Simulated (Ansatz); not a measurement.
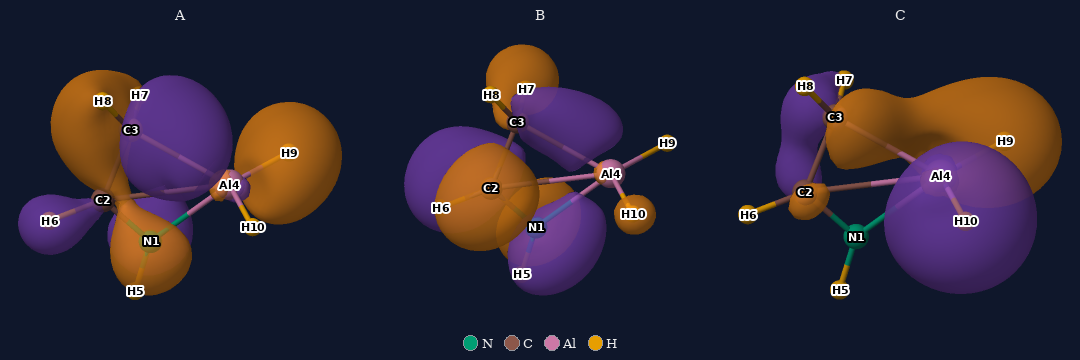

The picture shows: C2H6AlN. Three frontier orbitals at ±0.1 Å⁻³ᐟ² (orange and purple are the two phases), in no order.

Geometry: PBE0-D4/def2-TZVP.

These are results of RKS PBE0-D4/def2-TZVPP (Ansatz), not measurements.

The calculation's input:

```
crystal:
  periodic: [false, false, false]
  atoms:
    - {symbol: N, position_ang: [-1.214756, 0.267314, -0.076958]}
    - {symbol: C, position_ang: [-0.415540, -0.311087, -0.922709]}
    - {symbol: C, position_ang: [0.818687, -0.761061, -0.335831]}
    - {symbol: Al, position_ang: [0.324294, 0.674724, 1.090914]}
    - {symbol: H, position_ang: [-2.110864, 0.596311, -0.406160]}
    - {symbol: H, position_ang: [-0.636248, -0.329806, -1.995456]}
    - {symbol: H, position_ang: [0.667091, -1.628114, 0.312622]}
    - {symbol: H, position_ang: [1.658944, -0.908621, -1.004745]}
    - {symbol: H, position_ang: [0.207717, 0.192644, 2.603668]}
    - {symbol: H, position_ang: [0.783675, 2.156499, 0.737557]}
basis:
  gaussian: {orbitals: def2-TZVPP}
hamiltonian: {xc: pbe0, dispersion: d4}
output: {orbitals: {seedname: orbitals}}
```

Command:

```sh
ansatz run in.yaml --threads 2 --pin off --events-out ev --progress --plain --max-ram 4352MiB
```

### Which picture is the HOMO−1, the HOMO and the LUMO?

C is the HOMO−1 (−7.61 eV). By Hirshfeld shares it lies mainly on H10 (about 35 %), Al4 (about 35 %) and H9 (about 20 %). A is the HOMO (−7.16 eV). Its weight (Hirshfeld) is mainly on C3 (about 35 %), Al4 (about 20 %), H9 (about 15 %), N1 (about 15 %) and C2 (about 10 %). B is the LUMO (−1.27 eV). It lies mainly on C2 (about 40 %), N1 (about 25 %), C3 (about 10 %), Al4 (about 10 %) and H6 (about 5 %).

### What is the HOMO–LUMO gap?

5.89 eV between the orbital energies.
